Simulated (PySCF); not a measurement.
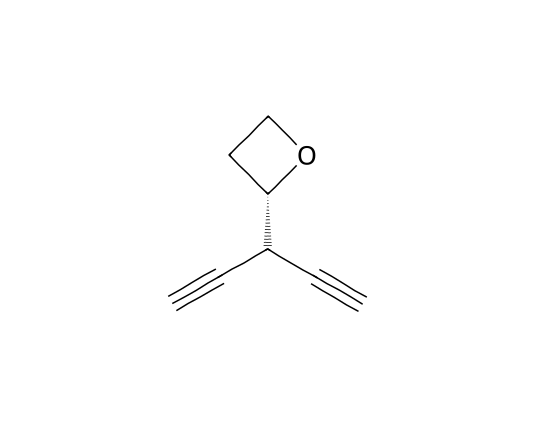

Skeletal drawing of a molecule.

Transcribe the drawing into SMILES.

C#CC(C#C)[C@@H]1CCO1

Give the formula, hydrogens included.

C8H8O.

An optimisation with GFN2-xTB gave a structure of which point group?

C1.

The parts below concern this one geometry. Atoms keep their numbers from picture to picture. Computed geometry: GFN2-xTB optimisation. No frequency run is at hand to confirm it as a minimum.

## Geometry

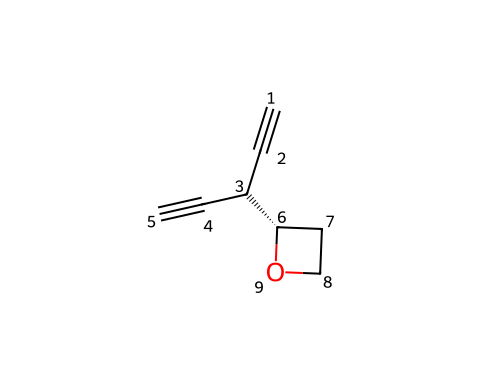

A structural formula, with wedges where it has stereocentres; small numbers name the atoms. The configuration is that of a computed structure (GFN2-xTB).

Give the R/S and E/Z labels.

C6: S.

## Ring current

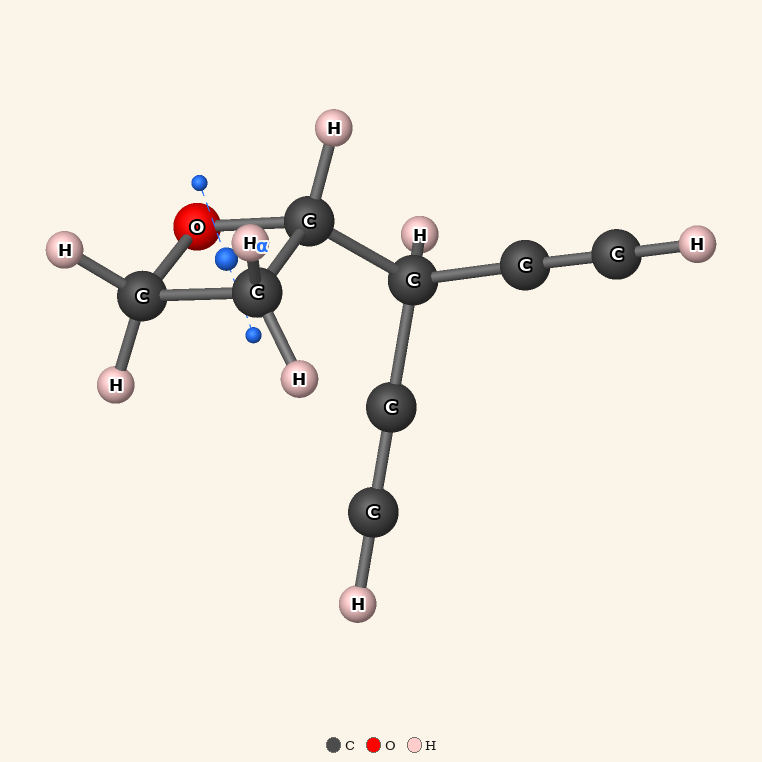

The small points mark where nucleus-independent chemical shifts (NICS) were computed: at the centre of each lettered ring and 1 Å above and below it. No frequency run is at hand to confirm it as a minimum. Method: GIAO PBE0/pcSseg-1 NMR shielding, non-relativistic, gas phase (PySCF 2.14.0).

Give NICS(0), NICS(1) and the out-of-plane component NICS(1)zz for each ring (means of the two sides).

| ring | members | NICS(0) | NICS(1) | NICS(1)zz |
| --- | --- | --- | --- | --- |
| α | C3O | 0.1 | 1.3 | 2.5 |

Values in ppm.

## Quadrupole coupling

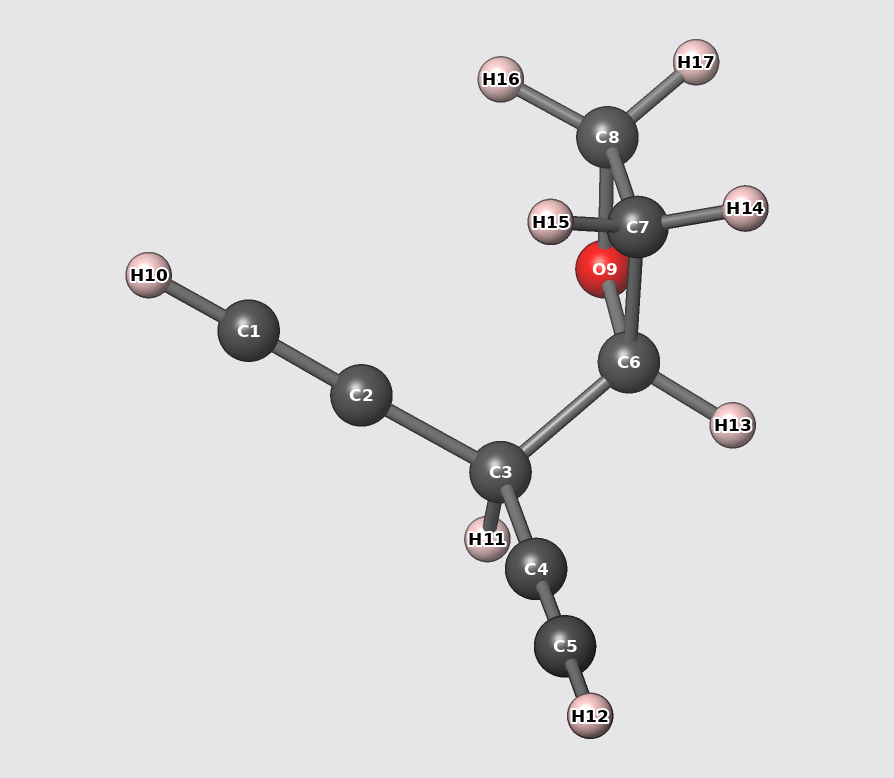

No frequency run is at hand to confirm it as a minimum. Electric field gradients from the ground-state density, PBE0/pcSseg-1 (PySCF 2.14.0), non-relativistic apart from any core potentials.

Give the largest field-gradient component, the quadrupole coupling constant and the asymmetry for 17O at O9 (Q = −25.6 mb), 2H at H10 (Q = 2.86 mb), 2H at H11 (Q = 2.86 mb), 2H at H12 (Q = 2.86 mb), 2H at H13 (Q = 2.86 mb).

```tsv
atom	V_zz (a.u.)	e²qQ/h (MHz)	η
O9	−1.991	11.98	0.85
H10	0.397	0.267	0.00
H11	0.286	0.192	0.02
H12	0.396	0.266	0.00
H13	0.284	0.191	0.03
```

## NMR shielding

The questions are on isotropic NMR shieldings of the H atoms. No frequency run is at hand to confirm it as a minimum. Properties computed with GIAO PBE0/pcSseg-1 NMR shielding, non-relativistic, gas phase (PySCF 2.14.0).

Which H atom is the most shielded (lowest chemical shift)?

H12 (30.18 ppm).

Which H atom is the least shielded (highest chemical shift)?

H13 (26.80 ppm).

How wide is the range of H shifts?

3.38 ppm.

List the isotropic NMR shieldings of the H atoms.

| atom | σ (ppm) |
| --- | --- |
| H10 | 30.08 |
| H11 | 27.97 |
| H12 | 30.18 |
| H13 | 26.80 |
| H14 | 28.89 |
| H15 | 28.62 |
| H16 | 26.82 |
| H17 | 26.96 |
